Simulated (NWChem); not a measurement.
# One shape, several levels: SF4 (sulfur tetrafluoride)

Wanted: a comparison of 3 runs (HF/6-311+G**, MP2/6-311+G**, CCSD/6-311+G**) of SF4 (sulfur tetrafluoride). 

The calculation is run with NWChem 7.3.0.

## 1. The structure to begin with

SF4 has 5 atoms, charge 0, and is taken as a singlet. SMILES: `FS(F)(F)F`. One bond was lengthened or shortened from a relaxed shape.

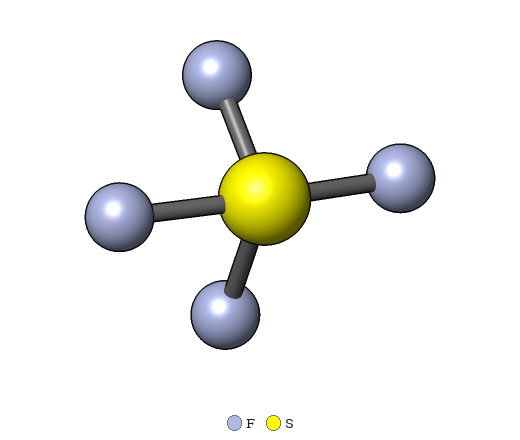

Viewed from a chosen angle; fluorine light blue, sulfur yellow.

## 2. The energy at HF/6-311+G(d,p) (run 1)

File calc.xyz:

```xyz
5
F4S
F     -0.611700    -0.450345     1.220825
S      0.013500    -0.579745    -0.194975
F      1.486200    -0.684345     0.539425
F     -1.490600    -0.299645    -0.810175
F      0.400600     1.124600    -0.563100
```

File calc.nw:

```
echo
start calc
title "F4S"
memory total 2200 mb
geometry units angstrom noautosym nocenter noautoz
  load calc.xyz
end
basis spherical bse
  * library 6-311+G**
end
scf
  thresh 1e-08
  maxiter 80
end
task scf energy
```

On the command line:

```
nwchem calc.nw > calc.out
```

The log of the run:

```text
[...]
  functions       =   118
[...]
  wavefunction    = RHF
[...]
         Total SCF energy =   -795.232923285972
      One-electron energy =  -1678.180164027996
      Two-electron energy =    594.536792618974
 Nuclear repulsion energy =    288.410448123050
        Time for solution =     20.8s
[...]
```

Run time: 22 s. Hardware: 1 thread of Intel Xeon 6975P-C (Granite Rapids), shared host; peak memory 0.097 GiB.

## 3. A single-point energy at MP2/6-311+G(d,p) (run 2)

File mymol.nw:

```
start mymol
title "F4S mp2"
memory stack 880 mb heap 220 mb global 1100 mb
geometry units angstroms noautosym nocenter noautoz
  F     -0.611700    -0.450345     1.220825
  S      0.013500    -0.579745    -0.194975
  F      1.486200    -0.684345     0.539425
  F     -1.490600    -0.299645    -0.810175
  F      0.400600     1.124600    -0.563100
end
basis spherical bse
  F library 6-311+G**
  S library 6-311+G**
end
scf
  thresh 1e-08
  maxiter 80
end
mp2
  freeze core 9
  tight
end
task mp2
```

On the command line:

```
nwchem mymol.nw > mymol.out
```

The log of the run:

```text
[...]
  functions       =   118
[...]
  wavefunction    = RHF
[...]
         Total SCF energy =   -795.232923286053
      One-electron energy =  -1678.180164028323
      Two-electron energy =    594.536792619221
 Nuclear repulsion energy =    288.410448123050
        Time for solution =     21.5s
[...]
          Total MP2 energy          -796.242579581267
[...]
```

Wall time 26 s (1 thread of Intel Xeon 6975P-C (Granite Rapids), shared host); peak memory 0.5 GiB.

## 4. A single-point energy at CCSD/6-311+G(d,p) (run 3)

File calc.nw:

```
start calc
memory 2200 mb
charge 0
geometry units angstroms noautosym nocenter noautoz
  F     -0.611700    -0.450345     1.220825
  S      0.013500    -0.579745    -0.194975
  F      1.486200    -0.684345     0.539425
  F     -1.490600    -0.299645    -0.810175
  F      0.400600     1.124600    -0.563100
end
basis spherical bse
  * library 6-311+G**
end
scf
  thresh 1e-08
  maxiter 80
end
ccsd
  freeze core 9
  maxiter 60
end
task ccsd
```

On the command line:

```
nwchem calc.nw > calc.out
```

The log of the run:

```text
[...]
  functions       =   118
[...]
  wavefunction    = RHF
[...]
         Total SCF energy =   -795.232923286053
      One-electron energy =  -1678.180164028323
      Two-electron energy =    594.536792619221
 Nuclear repulsion energy =    288.410448123050
        Time for solution =     18.9s
[...]
 Total MP2 energy:           -796.242579581268274
[...]
             energy      energy      error      ampl     ampl      Block
                                                time     time      time
[...]
 Total CCSD energy:           -796.239857570430445
[...]
```

Wall time 5.2 min (1 thread of Intel Xeon 6975P-C (Granite Rapids), shared host); peak memory 0.49 GiB.

## 5. The series

```csv
run,level,module,frozen core orbitals,energy (Eh),HOMO energy (eV),LUMO energy (eV),HOMO–LUMO gap (eV),wall time
1,HF/6-311+G**,scf,–,-795.232923,-14.57,0.09,14.65,22 s
2,MP2/6-311+G**,mp2,9,-796.242580,-14.57,0.09,14.65,26 s
3,CCSD/6-311+G**,ccsd,9,-796.239858,-14.57,0.09,14.65,5.2 min
```

## 6. What came out

| quantity | value |
| --- | --- |
| run 3: total energy | -796.23986 Eh |
| run 3: HOMO energy (Hartree–Fock orbitals) | -14.57 eV |
| run 3: LUMO energy (Hartree–Fock orbitals) | 0.09 eV |
| run 3: HOMO–LUMO gap (Hartree–Fock orbitals) | 14.65 eV |
| run 3: correlation energy (9 core orbitals frozen) | -1006.9 mEh |

What this shows: Below the HF energy at the same shape and in the same basis (6-311+G**): MP2 -1009.7 mEh; CCSD -1006.9 mEh. All runs together took 6 min, the longest 5.2 min.
